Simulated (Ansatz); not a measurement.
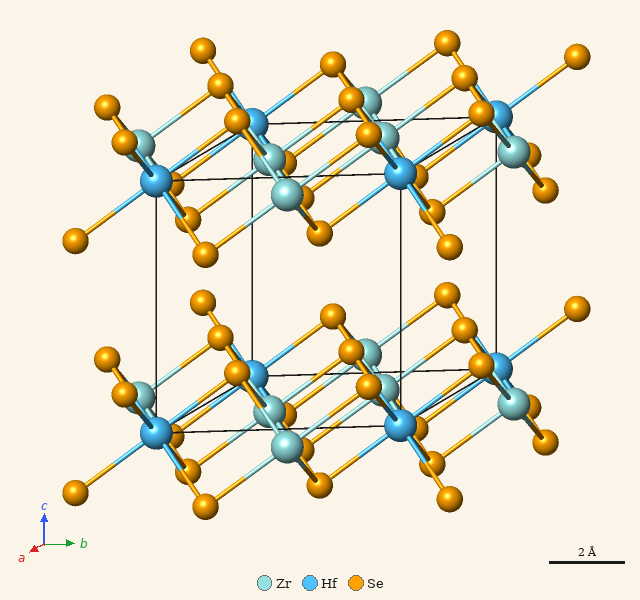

We look at a ball-and-stick model of the crystal slightly off an axis. One simulation cell is framed, with atoms on its boundary repeated. Bonded atoms from the next cells complete the picture.

The program read this input:
```yaml
crystal:
  lattice:
    - [6.5635657872, 0.0, 0.0]
    - [-3.2817828936, 5.6842147111, 0.0]
    - [0.0, 0.0, 6.9411878]
  atoms:
    - { symbol: Zr, position: [0.3333333333, 0.6666666667, 0.0] }
    - { symbol: Zr, position: [0.6666666667, 0.3333333333, 0.0] }
    - { symbol: Hf, position: [0.0, 0.0, 0.0] }
    - { symbol: Se, position: [0.331137, 0.0, 0.227786] }
    - { symbol: Se, position: [0.0, 0.331137, 0.227786] }
    - { symbol: Se, position: [0.668863, 0.668863, 0.227786] }
    - { symbol: Se, position: [0.668863, 0.0, 0.772214] }
    - { symbol: Se, position: [0.331137, 0.331137, 0.772214] }
    - { symbol: Se, position: [0.0, 0.668863, 0.772214] }
basis:
  ecutwfc: 420
kpoints:
  mp_grid: { grid: [6, 6, 6] }
  band_path:
    path:
      - [[0.0, 0.0, 0.0], [0.5, 0.0, 0.0], [0.33333333, 0.33333333, 0.0], [0.0, 0.0, 0.0], [0.0, 0.0, 0.5], [0.5, 0.0, 0.5], [0.33333333, 0.33333333, 0.5], [0.0, 0.0, 0.5]]
      - [[0.5, 0.0, 0.5], [0.5, 0.0, 0.0]]
      - [[0.33333333, 0.33333333, 0.5], [0.33333333, 0.33333333, 0.0], [0.33333333, 0.33333333, -0.5]]
    npoints: 14
hamiltonian:
  xc: pbe
scf:
  occupations: { method: gaussian, width: 0.02 }
  n_extra_bands: 22
output:
  forces: true
  stress: true
  eigenvalues: true
  populations: true
  dos: { projected: true, de: 0.02, nscf_kmesh: { grid: [9, 9, 9] } }
  bader: true
  write_density: true
  write_potential: true
  elf: true
  volumetric_format: npy
```
Run as:
```sh
ansatz run input.yaml --threads 4 --pin off --max-ram 8192MiB --backend cpu --events-out ev --progress --plain --runs-dir out
```

All computed values are from DFT PBE, scalar-relativistic, plane waves, PAW in Ansatz 0.2.0. Settings: a basis cut at 420 eV, 6×6×6 k-points, Gaussian smearing of 0.02 eV, no spin polarisation.

**What charge does Bader's analysis assign to each element?**

Hf +1.97 e; Zr +1.92 e; Se -0.97 e. The transfer is large, as in an ionic solid.

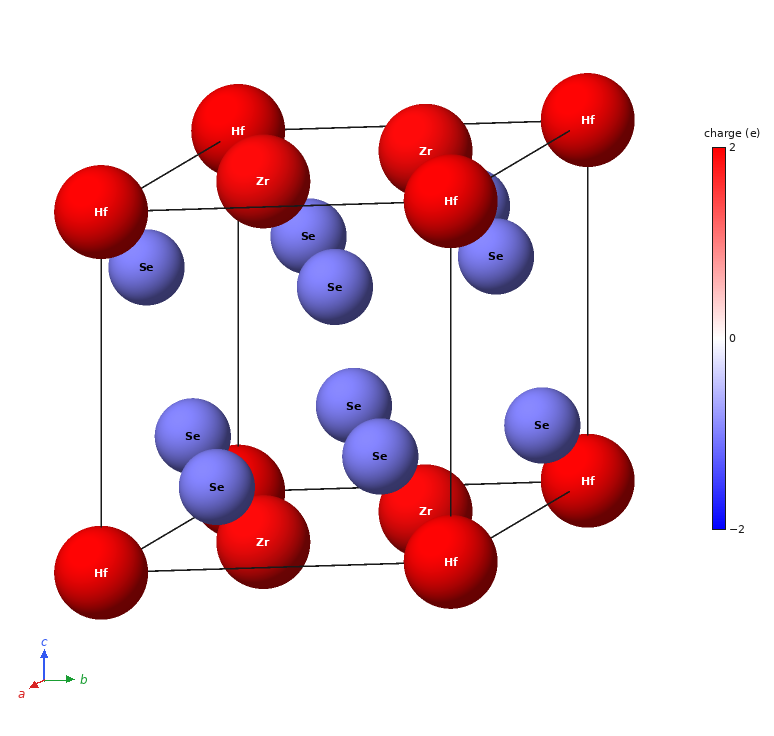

The atoms coloured by those charges.

The starting point was a structure type filled with these elements by a generator (whether the compound takes this form wasn't checked). Earlier steps of the study, as a rule a relaxation of our own, may have changed the cell and positions, so they can lie some per cent off the listed ones. An electronic-structure calculation with Ansatz was run on it.
